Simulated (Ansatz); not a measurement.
**BCl (SMILES [B]Cl): BLYP/STO-3G**

Aim: the vertical ionisation energy of BCl at BLYP/STO-3G, from 2 runs. 

The results are computed with Ansatz 0.2.0.

40 further runs of the same task are left out: 1 that didn't finish, 39 set aside as unsound or not needed.

## Step 1: The system as given

BCl has 2 atoms, charge 0, and is taken as a singlet. As SMILES, `[B]Cl`. The coordinates come from a PBE0-D4/def2-TZVP relaxation.

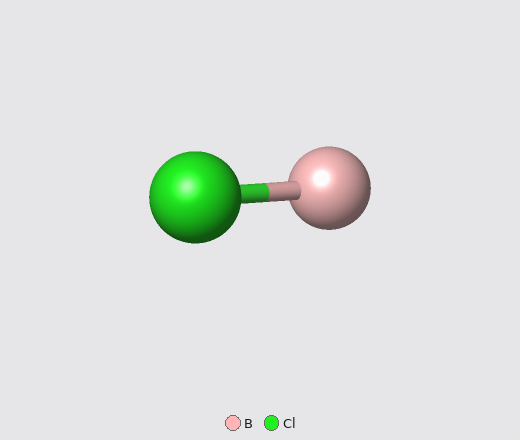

Viewed from a chosen angle; boron pink, chlorine green.

## Step 2: The energy at BLYP/STO-3G

in.yaml

```yaml
crystal:
  periodic: [false, false, false]
  atoms:
    - {symbol: B, position_ang: [-0.000000, -0.000000, -0.069660]}
    - {symbol: Cl, position_ang: [0.000000, 0.000000, 1.648190]}
basis:
  gaussian:
    orbitals: STO-3G
hamiltonian:
  xc: {name: BLYP}
accuracy: high
```

Run with:

```
$ ansatz run in.yaml --threads 1 --pin off --max-ram 3480MiB --events-out events.jsonl --progress --plain --runs-dir runs
```

Standard output:

```text
Warning: RAYON_NUM_THREADS=1 ignored (pool sized by the plan → 1); use --threads N
Functional definition: BLYP
  name "BLYP"
  parameter beta = 0.0042
  parameter a = 0.04918
  parameter b = 0.132
  parameter c = 0.2533
  parameter d = 0.349
  exchange = b88_x(beta = beta)
  correlation = lyp_c(a = a, b = b, c = c, d = d)
224 factors; integrals over basis functions are off by at most 2.1e-8 eV
mean field evaluation 1: about -13048.9459 eV, gradient 8.0e0 eV
mean field evaluation 2: about -13048.7309 eV, gradient 1.2e1 eV
mean field evaluation 4: about -13049.3029 eV, gradient 1.8e-1 eV
mean field evaluation 8: about -13049.2936 eV, gradient 8.0e-4 eV
mean field -13049.29356093 eV, -479.5526932352 hartree, gradient 3.9e-8 eV, S^2 0.000000; 0 other end points of the search recorded, 0 dependent functions left out
reference -13049.29359067 eV, -479.5526943283 hartree; 11, 11 occupied and 3, 3 virtual orbitals, 224 factors
Total energy: -13049.29359067 eV, -479.5526943283 hartree
```

It took 0.48 s on 1 thread of Intel Xeon Platinum 8488C (Sapphire Rapids), shared host.

## Step 3: The doublet cation, same level

input.yaml

```yaml
crystal:
  periodic: [false, false, false]
  atoms:
    - symbol: B
      position_ang: [-0.000000, -0.000000, -0.069660]
    - symbol: Cl
      position_ang: [0.000000, 0.000000, 1.648190]
basis:
  gaussian: {orbitals: STO-3G}
total_charge: 1
magnetization: {spin_polarized: true, initial_magnetization: 1}
hamiltonian: {xc: {name: BLYP}}
accuracy: high
```

Run with:

```
$ ansatz run input.yaml --threads 1 --pin off --max-ram 3480MiB --events-out events.jsonl --progress --plain --runs-dir runs
```

Standard output, shortened:

```text
Warning: RAYON_NUM_THREADS=1 ignored (pool sized by the plan → 1); use --threads N
[... 9 set-up lines as earlier in the session ...]
224 factors; integrals over basis functions are off by at most 2.1e-8 eV
mean field evaluation 1: about -13036.9270 eV, gradient 1.9e1 eV
mean field evaluation 2: about -12948.4027 eV, gradient 1.1e2 eV
mean field evaluation 4: about -13041.0306 eV, gradient 4.0e0 eV
mean field evaluation 8: about -13041.1356 eV, gradient 2.2e-2 eV
mean field evaluation 16: about -13041.1356 eV, gradient 3.6e-8 eV
mean field -13041.13557752 eV, -479.2528928747 hartree, gradient 1.4e-8 eV, S^2 0.760452; 0 other end points of the search recorded, 0 dependent functions left out
reference -13041.13560769 eV, -479.2528939834 hartree; 11, 10 occupied and 3, 4 virtual orbitals, 224 factors
Total energy: -13041.13560769 eV, -479.2528939834 hartree
```

Wall time 0.62 s (1 thread of Intel Xeon Platinum 8488C (Sapphire Rapids), shared host); peak memory 0.11 GiB.

## Step 4: Summary of results

At BLYP/STO-3G:

```
                                          quantity          value
                         singlet BCl: total energy  -479.55269 Eh
                      doublet cation: total energy  -479.25289 Eh
                              doublet cation: ⟨S²⟩          0.760
vertical ionisation energy (to the doublet cation)       8.158 eV
```

**Reading.** Removing an electron at fixed nuclei costs 8.16 eV (787 kJ/mol). In a minimal basis such a difference can be off by several eV, whatever the method.
